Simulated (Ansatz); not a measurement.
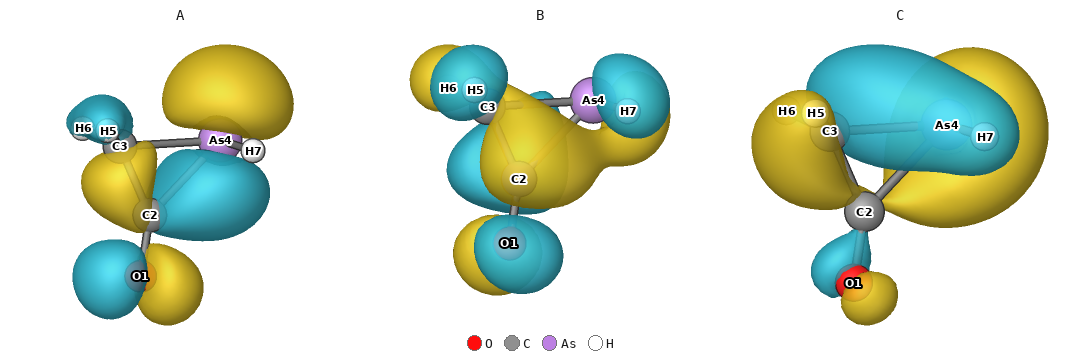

Figure. C$_{2}$H$_{3}$AsO (SMILES O=C1C[AsH]1). Three frontier orbitals at ±0.1 Å⁻³ᐟ² (yellow and cyan are the two phases), in no order.

Geometry: PBE0-D4/def2-TZVP.

All numbers below come from RKS PBE0-D4/def2-TZVPP (Ansatz 0.2.0).

```xyz
7

O    -0.4333   -1.9150    0.5734
C    -0.3460   -0.7704    0.2972
C     0.4574    0.4187    0.4571
As   -1.0832    0.7093   -0.8544
H     1.4915    0.4072    0.1264
H     0.2789    0.9801    1.3709
H    -0.3040    0.1019   -2.0162
```

Q: Order the three orbitals by energy and name them.

A: C is the HOMO−1 (−8.21 eV). It lies mainly on As4 (about 55 %) and C3 (about 25 %). A is the HOMO (−6.59 eV). Its weight (Hirshfeld) is mainly on As4 (about 40 %), O1 (about 30 %), C2 (about 15 %) and C3 (about 10 %). B is the LUMO (−1.35 eV). Its weight (Hirshfeld) is mainly on C2 (about 35 %), O1 (about 25 %), As4 (about 15 %) and C3 (about 10 %); π-antibonding (π*) across C2–O1.

Q: What is the HOMO–LUMO gap?

A: 5.24 eV between the orbital energies.
